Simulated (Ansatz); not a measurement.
# BH3− (doublet): correlated methods under varied settings

Aim: run BH3− (doublet) at one geometry under a spread of methods and options, and see what each costs and gives.

The runs use Ansatz 0.2.0, Gaussian basis; the settings change from run to run.

20 further runs of the same task are left out: 4 for a known fault of the program, 8 that didn't finish, 8 set aside as unsound or not needed.

### 1 The geometry

The geometry is a PBE0/def2-TZVPD stationary point (not a proven minimum).

4 atoms, charge -1, spin multiplicity 2.

Atoms are counted from 1 here; the program's logs count them from 0.

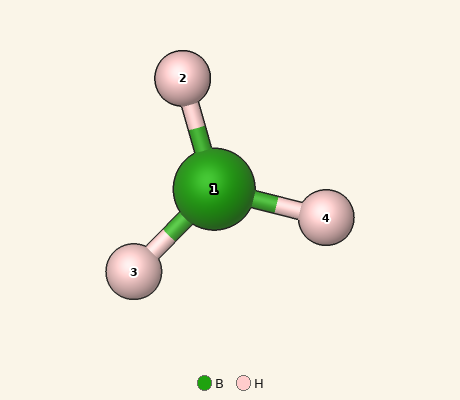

The structure; boron green, hydrogen pink; atoms are numbered from 1 in the order of the file.

### 2 BCCD on ROHF/6-31G

in.yaml reads:

```yaml
crystal:
  periodic: [false, false, false]
  atoms:
    - {symbol: B, position_ang: [0.000000, 0.000000, 0.000000]}
    - {symbol: H, position_ang: [1.215774, 0.014597, 0.003233]}
    - {symbol: H, position_ang: [-0.620523, 1.045595, -0.003567]}
    - {symbol: H, position_ang: [-0.595251, -1.060192, 0.000333]}
basis:
  gaussian: {orbitals: 6-31G, fitting: {mean_field: def2-universal-jkfit}}
total_charge: -1
magnetization: {spin_polarized: false, initial_magnetization: 1}
correlation: {method: bccd, electrons: all}
accuracy: high
```

Launch:

```bash
$ ansatz run in.yaml --threads 1 --pin off --events-out ev --progress --plain --max-ram 2393MiB
```

Output, shortened:

```text
Functional definition: HF
  name "HF"
  cite "Fock, Z. Phys. 61, 126 (1930) doi:10.1007/BF01340294"
  parent pbe
[...]
129 factors; integrals over basis functions are off by at most 5.6e-2 eV
[...]
mean field -716.10626930 eV, -26.3164200024 hartree, gradient 2.3e-9 eV, S^2 0.750000; 0 other end points of the search recorded, 0 dependent functions left out
[...]
reference -716.10626930 eV, -26.3164200024 hartree; 5, 4 occupied and 10, 11 virtual orbitals, 129 factors
second order -1.71489206 eV of doubles, -0.04024485 eV of singles
cycle   1  -2.12883631 eV  change   -3.7e-1 eV  update   4.5e-2
[...]
cycle  18  -2.27821262 eV  change   1.6e-10 eV  update  2.3e-10
Total energy: -718.38448191 eV, -26.4001427718 hartree
```

Wall time 0.46 s (1 thread of Intel Xeon Platinum 8375C at 2.90GHz, shared host).

From the report: correlation -2.2782 eV; largest double amplitude 0.06.

### 3 CISD/aug-cc-pVDZ

in.yaml: that of step 2 with these lines changed.

```diff
@@ -8,6 +8,6 @@
 basis:
-  gaussian: {orbitals: 6-31G, fitting: {mean_field: def2-universal-jkfit}}
+  gaussian: {orbitals: aug-cc-pVDZ}
 total_charge: -1
 magnetization: {spin_polarized: false, initial_magnetization: 1}
-correlation: {method: bccd, electrons: all}
-accuracy: high
+correlation: {active_space: {ras: {orbitals: [3, 1, 45], electrons: 7, max_holes: 2, max_particles: 2}, fixed_orbitals: true}}
+scf: {lower_state_search: off}
```

Same command.

Output:

```text
Functional definition: HF
  name "HF"
  cite "Fock, Z. Phys. 61, 126 (1930) doi:10.1007/BF01340294"
  parent pbe
  exchange = exact_x
  correlation = 0
these checks for a lower state are left out or cut short: stability, starts, cluster_reference, orbital_swaps, neighbouring_geometries, increment
479 factors; integrals over basis functions are off by at most 9.9e-4 eV
mean field evaluation 1: about -716.4160 eV, gradient 1.3e1 eV
mean field evaluation 2: about -716.4144 eV, gradient 1.3e1 eV
mean field evaluation 4: about -717.3832 eV, gradient 1.4e0 eV
mean field evaluation 8: about -717.3956 eV, gradient 3.4e-3 eV
mean field -717.39555548 eV, -26.3638003959 hartree, gradient 9.9e-6 eV, S^2 0.750000; 0 other end points of the search recorded, 0 dependent functions left out
reference -717.39555548 eV, -26.3638003959 hartree; 5, 4 occupied and 45, 46 virtual orbitals, 479 factors
state -721.05017445 eV, -26.4981051656 hartree
Total energy: -721.05017445 eV, -26.4981051656 hartree
Checks for a lower state left out: stability, starts, cluster_reference, orbital_swaps, neighbouring_geometries, increment
```

Run time: 1.7 s. Hardware: 1 thread of Intel Xeon Platinum 8375C at 2.90GHz, shared host.

From the report: 13,912 determinants.

### 4 CCSD on ROHF/aug-cc-pVDZ

in.yaml: that of step 3 with these lines changed.

```diff
@@ -11,3 +11,2 @@
 magnetization: {spin_polarized: false, initial_magnetization: 1}
-correlation: {active_space: {ras: {orbitals: [3, 1, 45], electrons: 7, max_holes: 2, max_particles: 2}, fixed_orbitals: true}}
-scf: {lower_state_search: off}
+correlation: {method: ccsd, electrons: outside_noble_gas}
```

Same command.

Output, shortened:

```text
Functional definition: HF
  name "HF"
  cite "Fock, Z. Phys. 61, 126 (1930) doi:10.1007/BF01340294"
  parent pbe
[...]
479 factors; integrals over basis functions are off by at most 9.9e-4 eV
[...]
mean field -717.39555548 eV, -26.3638003959 hartree, gradient 9.9e-6 eV, S^2 0.750000; 16 other end points of the search recorded, 0 dependent functions left out
[...]
determinant -717.39555548 eV, -26.3638003959 hartree, with singles and doubles -721.24999754 eV, -26.5054485288 hartree
determinant -716.93053834 eV, -26.3467113312 hartree, with singles and doubles -720.34578324 eV, -26.4722192662 hartree
determinant -716.65064622 eV, -26.3364254853 hartree, with singles and doubles -720.00156938 eV, -26.4595696401 hartree
determinant -716.64919292 eV, -26.3363720774 hartree, with singles and doubles -720.00448094 eV, -26.4596766378 hartree
determinant -715.24249039 eV, -26.2846767132 hartree, with singles and doubles -718.63401026 eV, -26.4093127694 hartree
determinant -715.24177629 eV, -26.2846504704 hartree, with singles and doubles -718.63276868 eV, -26.4092671422 hartree
1 core orbitals not correlated: weight in the atoms' cores, before any rotation towards them, 1.000 or more for the frozen orbitals, at most 0.000 for the correlated occupied ones
reference -717.39555548 eV, -26.3638003959 hartree; 4, 3 occupied and 45, 46 virtual orbitals, 479 factors
second order -3.11646365 eV of doubles, -0.01649082 eV of singles
cycle   1  -3.82976578 eV  change   -1.7e-1 eV  update   1.9e-2
[...]
cycle   9  -3.84192557 eV  change    1.9e-6 eV  update   6.8e-6
Total energy: -721.23748106 eV, -26.5049885566 hartree
```

Run time: 3.6 s. Hardware: 1 thread of Intel Xeon Platinum 8375C at 2.90GHz, shared host.

From the report: correlation -3.8419 eV; T1 0.043; largest double amplitude 0.03.

### 5 CCSDT(Q)/B on ROHF/cc-pVDZ

in.yaml: that of step 4 with these lines changed.

```diff
@@ -8,5 +8,5 @@
 basis:
-  gaussian: {orbitals: aug-cc-pVDZ}
+  gaussian: {orbitals: cc-pVDZ}
 total_charge: -1
 magnetization: {spin_polarized: false, initial_magnetization: 1}
-correlation: {method: ccsd, electrons: outside_noble_gas}
+correlation: {method: ccsdt_q_b, electrons: outside_noble_gas, diis_vectors: 12}
```

Same command.

Output, shortened:

```text
Functional definition: HF
  name "HF"
  cite "Fock, Z. Phys. 61, 126 (1930) doi:10.1007/BF01340294"
  parent pbe
[...]
530 factors; integrals over basis functions are off by at most 1.2e-7 eV
[...]
mean field -716.83449816 eV, -26.3431819195 hartree, gradient 8.1e-7 eV, S^2 0.750000; 0 other end points of the search recorded, 0 dependent functions left out
1 core orbitals not correlated: weight in the atoms' cores, before any rotation towards them, 1.000 or more for the frozen orbitals, at most 0.000 for the correlated occupied ones
reference -716.83449816 eV, -26.3431819195 hartree; 4, 3 occupied and 24, 25 virtual orbitals, 530 factors
second order -3.00556055 eV of doubles, -0.04599704 eV of singles
cycle   1  -3.56165759 eV  change   -5.1e-1 eV  update   5.0e-2
[...]
cycle  11  -3.79847035 eV  change   -2.5e-8 eV  update   6.4e-7
perturbative correction -0.00214905 eV, -0.0000789760 hartree
Total energy: -720.63511756 eV, -26.4828521061 hartree
```

It took 4.7 s on 1 thread of Intel Xeon Platinum 8375C at 2.90GHz, shared host.

From the report: correlation -3.8006 eV; T1 0.015; largest double amplitude 0.04.

### 6 HF/STO-3G

in.yaml: that of step 5 with these lines changed.

```diff
@@ -8,5 +8,6 @@
 basis:
-  gaussian: {orbitals: cc-pVDZ}
+  gaussian: {orbitals: STO-3G}
 total_charge: -1
 magnetization: {spin_polarized: false, initial_magnetization: 1}
-correlation: {method: ccsdt_q_b, electrons: outside_noble_gas, diis_vectors: 12}
+hamiltonian: {xc: hf}
+output: {forces: true, orbitals: {seedname: orbitals}}
```

The command is unchanged.

Output, shortened:

```text
Functional definition: HF
  name "HF"
  cite "Fock, Z. Phys. 61, 126 (1930) doi:10.1007/BF01340294"
  parent pbe
[...]
100 factors; integrals over basis functions are off by at most 8.4e-6 eV
[...]
mean field -703.66426613 eV, -25.8591848196 hartree, gradient 1.8e-5 eV, S^2 0.750000; 0 other end points of the search recorded, 0 dependent functions left out
[...]
reference -703.66426613 eV, -25.8591848196 hartree; 5, 4 occupied and 3, 4 virtual orbitals, 100 factors
Total energy: -703.66426613 eV, -25.8591848196 hartree
Atom 0 at     0.000000     0.000000     0.000000 Å, force    -0.000005    -0.000000    -0.000000 eV/Å
Atom 1 at     1.215774     0.014597     0.003233 Å, force    -1.568100    -0.018827    -0.004170 eV/Å
Atom 2 at    -0.620523     1.045595    -0.003567 Å, force     0.800350    -1.348611     0.004600 eV/Å
Atom 3 at    -0.595251    -1.060192     0.000333 Å, force     0.767754     1.367438    -0.000430 eV/Å
Dipole moment:     0.000000     0.000000     0.000000 e Å
```

Run time: 0.1 s. Hardware: 1 thread of Intel Xeon Platinum 8375C at 2.90GHz, shared host.

### 7 HF/def2-TZVP

in.yaml: that of step 6 with these lines changed.

```diff
@@ -8,3 +8,3 @@
 basis:
-  gaussian: {orbitals: STO-3G}
+  gaussian: {orbitals: def2-TZVP}
 total_charge: -1
@@ -12,2 +12,2 @@
 hamiltonian: {xc: hf}
-output: {forces: true, orbitals: {seedname: orbitals}}
+output: {orbitals: {seedname: orbitals}}
```

Launched as before.

Output:

```text
Functional definition: HF
  name "HF"
  cite "Fock, Z. Phys. 61, 126 (1930) doi:10.1007/BF01340294"
  parent pbe
  exchange = exact_x
  correlation = 0
357 factors; their error is unknown
mean field evaluation 1: about -716.5759 eV, gradient 1.2e1 eV
mean field evaluation 2: about -717.2763 eV, gradient 3.9e0 eV
mean field evaluation 4: about -717.3437 eV, gradient 9.1e-2 eV
mean field evaluation 8: about -716.5817 eV, gradient 1.2e1 eV
mean field -717.35030643 eV, -26.3621375238 hartree, gradient 7.7e-5 eV, S^2 0.750000; 0 other end points of the search recorded, 0 dependent functions left out
reference -717.35030643 eV, -26.3621375238 hartree; 5, 4 occupied and 44, 45 virtual orbitals, 357 factors
Total energy: -717.35030643 eV, -26.3621375238 hartree
```

Wall time 0.15 s (1 thread of Intel Xeon Platinum 8375C at 2.90GHz, shared host).

### 8 CISD/def2-SVPD

in.yaml: that of step 7 with these lines changed.

```diff
@@ -8,6 +8,6 @@
 basis:
-  gaussian: {orbitals: def2-TZVP}
+  gaussian: {orbitals: def2-SVPD}
 total_charge: -1
 magnetization: {spin_polarized: false, initial_magnetization: 1}
-hamiltonian: {xc: hf}
-output: {orbitals: {seedname: orbitals}}
+correlation: {active_space: {ras: {orbitals: [4, 1, 39], electrons: 9, max_holes: 2, max_particles: 2}, fixed_orbitals: true}}
+scf: {lower_state_search: light}
```

Launched as before.

Output:

```text
Functional definition: HF
  name "HF"
  cite "Fock, Z. Phys. 61, 126 (1930) doi:10.1007/BF01340294"
  parent pbe
  exchange = exact_x
  correlation = 0
439 factors; integrals over basis functions are off by at most 8.6e-4 eV
mean field evaluation 1: about -715.7298 eV, gradient 1.1e1 eV
mean field evaluation 2: about -715.7296 eV, gradient 1.1e1 eV
mean field evaluation 4: about -716.3984 eV, gradient 8.8e-1 eV
mean field evaluation 8: about -716.4025 eV, gradient 3.1e-5 eV
mean field evaluation 16: about -715.4704 eV, gradient 7.6e-5 eV
mean field evaluation 32: about -715.4698 eV, gradient 1.9e-2 eV
mean field -716.40247294 eV, -26.3273052854 hartree, gradient 2.0e-6 eV, S^2 0.750000; 4 other end points of the search recorded, 0 dependent functions left out
reference -716.40247294 eV, -26.3273052854 hartree; 5, 4 occupied and 39, 40 virtual orbitals, 439 factors
state -720.20484219 eV, -26.4670397781 hartree
Total energy: -720.20484219 eV, -26.4670397781 hartree
```

Wall time 2 s (1 thread of Intel Xeon Platinum 8375C at 2.90GHz, shared host).

From the report: 18,336 determinants.

### 9 CCSD on UHF/aug-cc-pVDZ

in.yaml reads:

```yaml
crystal:
  periodic: [false, false, false]
  atoms:
    - {symbol: B, position_ang: [0.000000, 0.000000, 0.000000]}
    - {symbol: H, position_ang: [1.215774, 0.014597, 0.003233]}
    - {symbol: H, position_ang: [-0.620523, 1.045595, -0.003567]}
    - {symbol: H, position_ang: [-0.595251, -1.060192, 0.000333]}
basis:
  gaussian: {orbitals: aug-cc-pVDZ, point_charges: [{charge: -0.50, position_ang: [5.245, -0.206, -0.068]}]}
total_charge: -1
magnetization: {spin_polarized: true, initial_magnetization: 1}
correlation: {method: ccsd, electrons: outside_noble_gas}
output: {forces: true}
```

The command is unchanged.

Output, shortened:

```text
Functional definition: HF
  name "HF"
  cite "Fock, Z. Phys. 61, 126 (1930) doi:10.1007/BF01340294"
  parent pbe
[...]
479 factors; integrals over basis functions are off by at most 9.8e-4 eV
[...]
mean field -716.12671594 eV, -26.3171714026 hartree, gradient 1.3e-6 eV, S^2 0.753501; 18 other end points of the search recorded, 0 dependent functions left out
determinant -716.12671594 eV, -26.3171714026 hartree, with singles and doubles -719.92850712 eV, -26.4568846518 hartree
determinant -715.92875004 eV, -26.3098962902 hartree, with singles and doubles -719.28535904 eV, -26.4332493954 hartree
determinant -715.35319667 eV, -26.2887450938 hartree, with singles and doubles -718.69421523 eV, -26.4115252612 hartree
determinant -715.27834492 eV, -26.2859943426 hartree, with singles and doubles -718.62292910 eV, -26.4089055445 hartree
[...]
1 core orbitals not correlated: weight in the atoms' cores, before any rotation towards them, 1.000 or more for the frozen orbitals, at most 0.000 for the correlated occupied ones
reference -716.12671594 eV, -26.3171714026 hartree; 4, 3 occupied and 45, 46 virtual orbitals, 479 factors
second order -3.08917992 eV of doubles, -0.00000000 eV of singles
cycle   1  -3.79265680 eV  change   -1.4e-4 eV  update   4.3e-4
[...]
cycle  12  -3.79265579 eV  change    6.9e-8 eV  update   8.8e-8
[...]
Total energy: -719.91937173 eV, -26.4565489321 hartree
Atom 0 at     0.000000     0.000000     0.000000 Å, force     0.065506     0.005591     0.007033 eV/Å
Atom 1 at     1.215774     0.014597     0.003233 Å, force     0.029823     0.001519    -0.001636 eV/Å
Atom 2 at    -0.620523     1.045595    -0.003567 Å, force    -0.164996     0.179580    -0.001623 eV/Å
Atom 3 at    -0.595251    -1.060192     0.000333 Å, force    -0.157148    -0.177488    -0.001024 eV/Å
Dipole moment:     0.106853    -0.003788    -0.009228 e Å
```

Wall time 11 s (1 thread of Intel Xeon Platinum 8375C at 2.90GHz, shared host).

From the report: ⟨S²⟩ of the determinant 0.754 (pure doublet: 0.75); correlation -3.7927 eV; T1 0.040; largest double amplitude 0.03.

### 10 BCCD on UHF/aug-cc-pVDZ

in.yaml: that of step 9 with these lines changed.

```diff
@@ -8,6 +8,6 @@
 basis:
-  gaussian: {orbitals: aug-cc-pVDZ, point_charges: [{charge: -0.50, position_ang: [5.245, -0.206, -0.068]}]}
+  gaussian: {orbitals: aug-cc-pVDZ}
 total_charge: -1
 magnetization: {spin_polarized: true, initial_magnetization: 1}
-correlation: {method: ccsd, electrons: outside_noble_gas}
+correlation: {method: bccd, electrons: valence}
 output: {forces: true}
```

Launched as before.

Output, shortened:

```text
Functional definition: HF
  name "HF"
  cite "Fock, Z. Phys. 61, 126 (1930) doi:10.1007/BF01340294"
  parent pbe
[...]
479 factors; integrals over basis functions are off by at most 9.9e-4 eV
[...]
mean field -717.42555277 eV, -26.3649027759 hartree, gradient 2.5e-6 eV, S^2 0.754261; 17 other end points of the search recorded, 0 dependent functions left out
determinant -717.42555277 eV, -26.3649027759 hartree, with singles and doubles -721.25122966 eV, -26.5054938083 hartree
determinant -716.93184838 eV, -26.3467594741 hartree, with singles and doubles -720.34520465 eV, -26.4721980032 hartree
determinant -716.65087875 eV, -26.3364340308 hartree, with singles and doubles -720.00128226 eV, -26.4595590886 hartree
determinant -716.64941749 eV, -26.3363803303 hartree, with singles and doubles -720.00429042 eV, -26.4596696367 hartree
[...]
1 core orbitals not correlated: weight in the atoms' cores, before any rotation towards them, 1.000 or more for the frozen orbitals, at most 0.000 for the correlated occupied ones
reference -717.42555277 eV, -26.3649027759 hartree; 4, 3 occupied and 45, 46 virtual orbitals, 479 factors
second order -3.12238420 eV of doubles, -0.00000000 eV of singles
cycle   1  -3.80494541 eV  change   -1.7e-1 eV  update   2.3e-2
[...]
cycle  12  -3.80937002 eV  change   -2.1e-7 eV  update   2.9e-7
[...]
Total energy: -721.23492279 eV, -26.5048945420 hartree
Atom 0 at     0.000000     0.000000     0.000000 Å, force    -0.000005    -0.000000    -0.000000 eV/Å
Atom 1 at     1.215774     0.014597     0.003233 Å, force     0.186374     0.002238     0.000496 eV/Å
Atom 2 at    -0.620523     1.045595    -0.003567 Å, force    -0.095122     0.160280    -0.000547 eV/Å
Atom 3 at    -0.595251    -1.060192     0.000333 Å, force    -0.091248    -0.162518     0.000051 eV/Å
Dipole moment:     0.000000     0.000000     0.000000 e Å
```

Wall time 8 s (1 thread of Intel Xeon Platinum 8375C at 2.90GHz, shared host); peak memory 0.25 GiB.

From the report: ⟨S²⟩ of the determinant 0.754 (pure doublet: 0.75); correlation -3.8094 eV; largest double amplitude 0.03.

### 11 All runs side by side

Where basis and cores are those of an earlier UCCSDT(Q)/aug-cc-pVDZ run (-721.3553 eV), and the state is the same kind, the miss against it is given.

```
                                          level         correlated  functions  energy (eV)  from UCCSDT(Q) (meV)    time
                             BCCD on ROHF/6-31G                all         15    -718.3845                        0.46 s
                               CISD/aug-cc-pVDZ  outside noble gas         50    -721.0502                 305.1   1.7 s
                       CCSD on ROHF/aug-cc-pVDZ  outside noble gas         50    -721.2375                 117.8   3.6 s
                     CCSDT(Q)/B on ROHF/cc-pVDZ  outside noble gas         29    -720.6351                         4.7 s
                                      HF/STO-3G                             8    -703.6643                         0.1 s
                                   HF/def2-TZVP                            49    -717.3503                        0.15 s
                                 CISD/def2-SVPD                all         44    -720.2048                           2 s
CCSD on UHF/aug-cc-pVDZ (beside a point charge)  outside noble gas         50    -719.9194                          11 s
                        BCCD on UHF/aug-cc-pVDZ            valence         50    -721.2349                 120.4     8 s
```

### 12 What came out

```
quantity                                                  value
    runs                                                      9
quickest                                       HF/STO-3G, 0.1 s
 slowest  CCSD on UHF/aug-cc-pVDZ (beside a point charge), 11 s
```

**Reading.** Total energies in different bases, with other cores or another treatment of relativity can't be set against each other. CCSD on UHF/aug-cc-pVDZ (beside a point charge) took 105 times as long as HF/STO-3G; the jobs differ in more than the method. Among the correlated runs with a miss given, it spans +118 to +305 meV.
